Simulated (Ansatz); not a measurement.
## A van 't Hoff estimate for C2H4AlF ⇌ C2H2AlF + H2

Species: C2H4AlF `C=[CH][AlH][F]`, singlet; C2H2AlF `C#[C][AlH][F]`, singlet; H2 (hydrogen), singlet. 

The electronic reaction energy at CCSD(T)/CBS estimate is +153.3 kJ/mol. Shapes: PBE0-D4/def2-TZVP. Flexible molecules stand in one conformer, not always the lowest. Programs: Ansatz 0.2.0. Enthalpy and entropy come from rigid-rotor, harmonic-oscillator sums on unscaled PBE0-D4/def2-TZVP wavenumbers, ideal gases at 1 bar. Symmetry numbers: C2H4AlF 1, C2H2AlF 1, H2 2. R = 8.3145 J/(mol K).

| T (K) | ΔH (kJ/mol) | ΔS (J/(mol K)) |
| --- | --- | --- |
| 800 | +133.0 | +135.3 |
| 1100 | +132.8 | +135.1 |
| 1400 | ? | ? |

Q: Work out ln K at 800 and 1100 K, and from these estimate it at 1400 K.

A: 
1. 800 K: ΔG = +133.0 − 800 × (+135.3)/1000 = +24.8 kJ/mol; ln K = −ΔG/RT = -3.73.
2. 1100 K: ΔG = +132.8 − 1100 × (+135.1)/1000 = -15.8 kJ/mol; ln K = −ΔG/RT = +1.73.
3. Slope against 1000/T: (+1.73 − (-3.73))/(0.9091 − 1.2500) = -16.02, that is −ΔH/R with ΔH near +133 kJ/mol.
4. 1400 K: ln K = -3.73 + (-16.02) × (0.7143 − 1.2500) = +4.85.

The full sums give ΔH = +131.1 kJ/mol, ΔS = +133.8 J/(mol K), ΔG = -56.2 kJ/mol and ln K = +4.83 at 1400 K, so the line is off by +0.02 in ln K; without rounding the miss is +0.02, from the change of ΔH with temperature. The products are favoured at 1 bar above about 980 K, give or take 75 K for 10 kJ/mol in the energy. The number of molecules rises, which sets the sign of ΔS, and lower pressure favours the products. An error of 10 kJ/mol in the energy moves ln K by 0.9 at 1400 K. Soft modes are treated as harmonic, which can err either way at these temperatures; the lowest are those of C2H4AlF (86 cm⁻¹), C2H2AlF (131 cm⁻¹). Other conformers aren't counted. The CBS estimate extrapolates MP2 from def2-TZVPP and def2-QZVPP and adds CCSD(T) − MP2 in the triple-zeta set, cores frozen; for H2 it overshoots the exact energy by about 1 mEh.

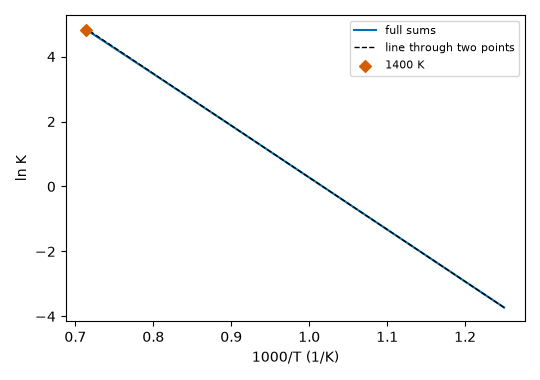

The van 't Hoff plot.
